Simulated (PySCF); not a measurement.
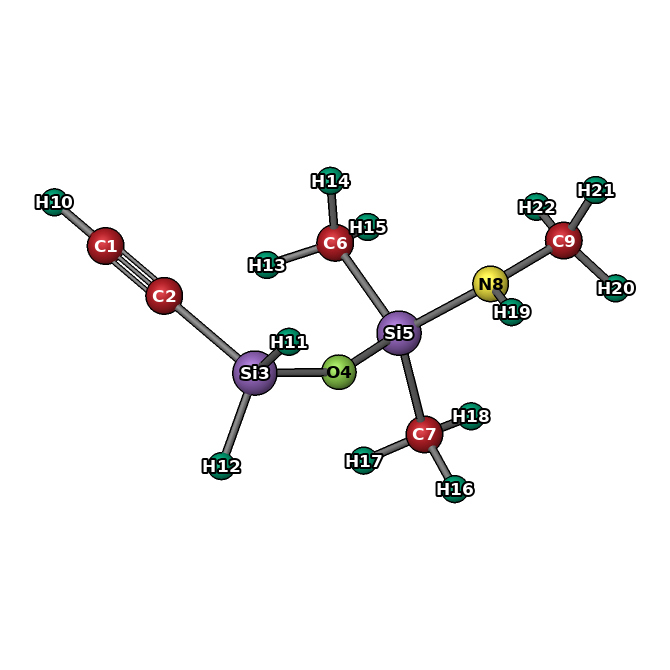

The questions are on isotropic NMR shieldings of the C atoms. Computed geometry: GFN2-xTB optimisation. No frequency run is at hand to confirm it as a minimum. Level of theory: GIAO PBE0/pcSseg-1 NMR shielding, non-relativistic, gas phase (PySCF 2.14.0).

Which C atom is the most shielded (lowest chemical shift)?

Answer. C6 (186.3 ppm).

Which C atom is the least shielded (highest chemical shift)?

Answer. C1 (84.3 ppm).

How wide is the range of C shifts?

Answer. 102.0 ppm.

List the isotropic NMR shieldings of the C atoms.

```
atom  σ (ppm)
  C1     84.3
  C2     96.2
  C6    186.3
  C7    185.1
  C9    157.4
```

The geometry is semi-empirical. Around Si such bond lengths and angles can be off by a tenth of an ångström or more and by several degrees, and values that hang on the shape move with them.
